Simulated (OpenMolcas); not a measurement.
## Multiconfigurational calculation for Ru⁵⁺ complex

- system: Ru⁵⁺ with 6 ligands (Cl; octahedron, 2.33 Å), neutralised by 6 outer point charges of +0.17 e, whose field is part of the energies.
- method: state-averaged SS-CASPT2, IPEA shift 0.25, real shift 0.3 hartree, closed shells 4s 4p of the metal and the valence shells of the ligands correlated, active space 3 electrons in the shell 4d, basis ANO-RCC-VDZP on the metal and ANO-RCC-VDZP on the ligands, DKH2 scalar Hamiltonian, spin-orbit coupling by RASSI with atomic mean-field integrals (OpenMolcas)

## Log (extracts)
```
--- CASPT2 ---
Orbital specifications:
      -----------------------

      Symmetry species                           1   2
                                                ag  au
      Frozen orbitals                           23  21
      Inactive orbitals                         13  15
      Active orbitals                            5   0
      Secondary orbitals                        34  40
      Deleted orbitals                           0   0
      Number of basis functions                 75  76
Type of calculation                        SS-CASPT2
      Fock operator                              state-specific
      IPEA shift                                 0.25
      Real shift                                 0.30
      Imaginary shift                            0.00
      The input orbitals will be transformed to quasi-canonical
Reference energy:       -7293.1536156414
      E2 (Non-variational):      -1.3666814861
      Shift correction:          -0.1556831703
      E2 (Variational):          -1.5223646564
      Total energy:           -7294.6759802978
      Residual norm:              0.0000001410
      Reference weight:           0.65835
      Contributions to the CASPT2 correlation energy
      Active & Virtual Only:         -0.0106000815
      One Inactive Excited:          -0.1965300285
      Two Inactive Excited:          -1.1595513762
Reference energy:       -7293.0274335362
      E2 (Non-variational):      -1.3522391870
      Shift correction:          -0.1563624324
      E2 (Variational):          -1.5086016194
      Total energy:           -7294.5360351556
      Residual norm:              0.0000007285
      Reference weight:           0.65737
      Contributions to the CASPT2 correlation energy
      Active & Virtual Only:         -0.0087949864
      One Inactive Excited:          -0.1921305664
      Two Inactive Excited:          -1.1513136341
::    CASPT2 Root  1     Total energy:  -7294.67598030
::    CASPT2 Root  2     Total energy:  -7294.53603516
::    CASPT2 Root  3     Total energy:  -7294.53591150
::    CASPT2 Root  4     Total energy:  -7294.53588440
::    CASPT2 Root  5     Total energy:  -7294.51650133
::    CASPT2 Root  6     Total energy:  -7294.51649887
::    CASPT2 Root  7     Total energy:  -7294.51650573
::    CASPT2 Root  8     Total energy:  -7294.38882577
::    CASPT2 Root  9     Total energy:  -7294.38881674
::    CASPT2 Root 10     Total energy:  -7294.38882687
--- CASPT2 ---
Orbital specifications:
      -----------------------

      Symmetry species                           1   2
                                                ag  au
      Frozen orbitals                           23  21
      Inactive orbitals                         13  15
      Active orbitals                            5   0
      Secondary orbitals                        34  40
      Deleted orbitals                           0   0
      Number of basis functions                 75  76
Type of calculation                        SS-CASPT2
      Fock operator                              state-specific
      IPEA shift                                 0.25
      Real shift                                 0.30
      Imaginary shift                            0.00
      The input orbitals will be transformed to quasi-canonical
Reference energy:       -7293.0999031703
      E2 (Non-variational):      -1.3840706634
      Shift correction:          -0.1589985323
      E2 (Variational):          -1.5430691956
      Total energy:           -7294.6429723659
      Residual norm:              0.0000006342
      Reference weight:           0.65360
      Contributions to the CASPT2 correlation energy
      Active & Virtual Only:         -0.0120285182
      One Inactive Excited:          -0.1967902197
      Two Inactive Excited:          -1.1752519255
Reference energy:       -7293.0999031698
      E2 (Non-variational):      -1.3835295464
      Shift correction:          -0.1589104685
      E2 (Variational):          -1.5424400149
      Total energy:           -7294.6423431847
      Residual norm:              0.0000005597
      Reference weight:           0.65372
      Contributions to the CASPT2 correlation energy
      Active & Virtual Only:         -0.0120307730
      One Inactive Excited:          -0.1962452649
      Two Inactive Excited:          -1.1752535084
::    CASPT2 Root  1     Total energy:  -7294.64297237
::    CASPT2 Root  2     Total energy:  -7294.64234318
::    CASPT2 Root  3     Total energy:  -7294.64475470
::    CASPT2 Root  4     Total energy:  -7294.64556165
::    CASPT2 Root  5     Total energy:  -7294.64528093
::    CASPT2 Root  6     Total energy:  -7294.61960916
::    CASPT2 Root  7     Total energy:  -7294.62060176
::    CASPT2 Root  8     Total energy:  -7294.62059777
::    CASPT2 Root  9     Total energy:  -7294.52654641
::    CASPT2 Root 10     Total energy:  -7294.52343577
::    CASPT2 Root 11     Total energy:  -7294.52340603
::    CASPT2 Root 12     Total energy:  -7294.52347050
::    CASPT2 Root 13     Total energy:  -7294.51720485
::    CASPT2 Root 14     Total energy:  -7294.51577805
::    CASPT2 Root 15     Total energy:  -7294.51578771
::    CASPT2 Root 16     Total energy:  -7294.51554067
::    CASPT2 Root 17     Total energy:  -7294.51446388
::    CASPT2 Root 18     Total energy:  -7294.50857005
::    CASPT2 Root 19     Total energy:  -7294.50858350
::    CASPT2 Root 20     Total energy:  -7294.50859454
::    CASPT2 Root 21     Total energy:  -7294.49478102
::    CASPT2 Root 22     Total energy:  -7294.49520291
::    CASPT2 Root 23     Total energy:  -7294.49589766
::    CASPT2 Root 24     Total energy:  -7294.49650448
::    CASPT2 Root 25     Total energy:  -7294.46393537
::    CASPT2 Root 26     Total energy:  -7294.46384014
::    CASPT2 Root 27     Total energy:  -7294.39002594
::    CASPT2 Root 28     Total energy:  -7294.39042894
::    CASPT2 Root 29     Total energy:  -7294.39042852
::    CASPT2 Root 30     Total energy:  -7294.38998870
```

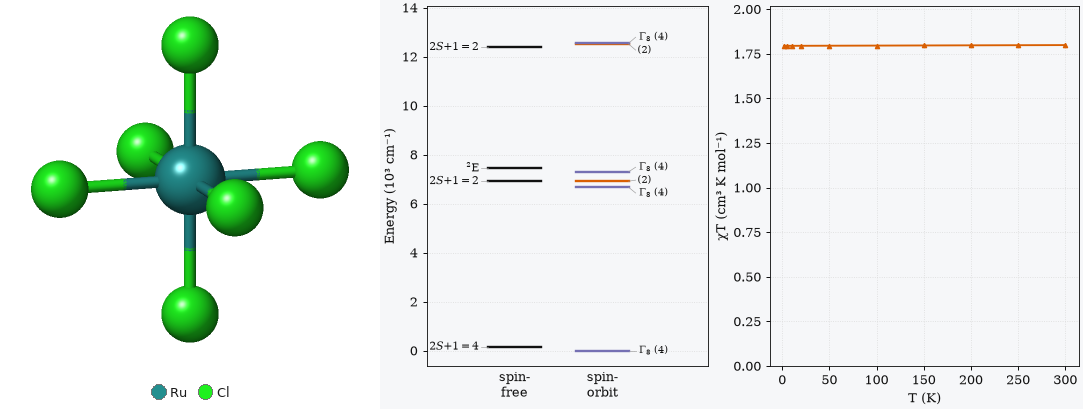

Ru⁵⁺ (4d³) with 6 ligands, Cl⁻, at 2.33 Å (arrangement: octahedron, Oh), neutralised by outer point charges of +0.17 e, and its levels and susceptibility. Labels give the representation in O, Td, D4 or D3 as the site allows (double group for half-integer spin) where it could be assigned and, in brackets, the degeneracy; spin-free states, where drawn, share the zero of the spin-orbit levels. Powder susceptibility by Van Vleck's formula. The ground level is Γ₈, 4-fold degenerate, 99 % from states of spin multiplicity 4. The next level lies at 6,670 cm⁻¹ (Γ₈). χT is 1.79 cm³ K mol⁻¹ at 2 K and 1.80 at 300 K, an effective moment of 3.79 μB.

## Input file
```
&GATEWAY
Coord
7

Ru 0.0 0.0 0.0
Cl 2.330000 0.000000 0.000000
Cl 0.000000 2.330000 0.000000
Cl -2.330000 0.000000 0.000000
Cl 0.000000 -2.330000 0.000000
Cl 0.000000 0.000000 2.330000
Cl 0.000000 0.000000 -2.330000
Basis=Ru.ANO-RCC-VDZP,Cl.ANO-RCC-VDZP
Group=XYZ
NoMove
AngMom=0.0 0.0 0.0
AMFI
RICD
XField
3 Angstrom 0
4.730000 0.000000 0.000000 0.166667
0.000000 4.730000 0.000000 0.166667
0.000000 0.000000 4.730000 0.166667
&SEWARD
&RASSCF
FileOrb=start.orb
Symmetry=1
Spin=4
nActEl=3 0 0
Inactive=36 36
Ras2=5 0
CIRoot=10 10 1
SDav=10
CIMx=300
Iter=150 100
PrWF=0.3
OrbListing=Nothing
MaxOrb=0
LevShft=1.0
>>> COPY $Project.JobIph JOB001
&RASSCF
FileOrb=start.orb
Symmetry=1
Spin=2
nActEl=3 0 0
Inactive=36 36
Ras2=5 0
CIRoot=40 40 1
SDav=40
CIMx=300
Iter=150 100
PrWF=0.3
OrbListing=Nothing
MaxOrb=0
LevShft=1.0
>>> COPY $Project.JobIph JOB002
&RASSI
NrOfJobIphs=2 10 40
1 2 3 4 5 6 7 8 9 10
1 2 3 4 5 6 7 8 9 10 11 12 13 14 15 16 17 18 19 20 21 22 23 24 25 26 27
28 29 30 31 32 33 34 35 36 37 38 39 40
IphNames
JOB001
JOB002
EJob
SpinOrbit
DIPRint=1.0
SOCoupling=1000.0
Subsets=2
Property=9
'ANGMOM' 1 'ANGMOM' 2 'ANGMOM' 3 'MLTPL  1' 1 'MLTPL  1' 2 'MLTPL  1' 3
'AMFI' 1 'AMFI' 2 'AMFI' 3
SOProperty=3
'ANGMOM' 1 'ANGMOM' 2 'ANGMOM' 3
>>> COPY JOB001 $Project.JobIph
&CASPT2
Multistate=10 1 2 3 4 5 6 7 8 9 10
NoMult
Frozen=23 21
IPEA=0.25
Shift=0.3
MaxIter=60
WThr=0.0 0.3 0.05
PrWF=0.5
NoMix
>>> COPY JOB002 $Project.JobIph
&CASPT2
Multistate=40 1 2 3 4 5 6 7 8 9 10 11 12 13 14 15 16 17 18 19 20 21 22
23 24 25 26 27 28 29 30 31 32 33 34 35 36 37 38 39 40
NoMult
Frozen=23 21
IPEA=0.25
Shift=0.3
MaxIter=60
WThr=0.0 0.3 0.05
PrWF=0.5
NoMix
```

The file start.orb holds starting orbitals from an earlier step. A driver script formed the levels outside the program, from RASSI's spin-orbit matrix and the CASPT2 energies (for multi-state variants, the effective Hamiltonian), averaged over the components of each term or state. The log and the time are those of the CASPT2 step.

Command:
```bash
OMP_NUM_THREADS=1 MOLCAS_MEM=2457 MOLCAS_PROJECT=a pymolcas a.inp > a.log  # once for each step of the input, in one work folder
```

## Results in brief

- outcome: converged; degenerate states are split by up to 313 cm⁻¹
- energy of the lowest spin-free term: −7294.67598 hartree
- energy of the lowest spin-orbit level: −7294.67667 hartree
- CASPT2 correlation energy: −1.5224 hartree
- largest spread among components of a term: 313.1 cm⁻¹
- lowest reference weight: 0.641
- hardware: 1 thread of Arm Neoverse V2, 256 GiB of memory available, shared host
- wall time: 2.2 min

## Notes

The components of ² (unassigned), which symmetry makes degenerate, are split by 313 cm⁻¹ in CASPT2, and those of 8 more by over 50 cm⁻¹. This is an artefact; the levels of such states rest on averages and are uncertain by about as much. Limits: covalent bonds, ligand orbitals missing from the active space; distances are set from ionic radii, not optimised.
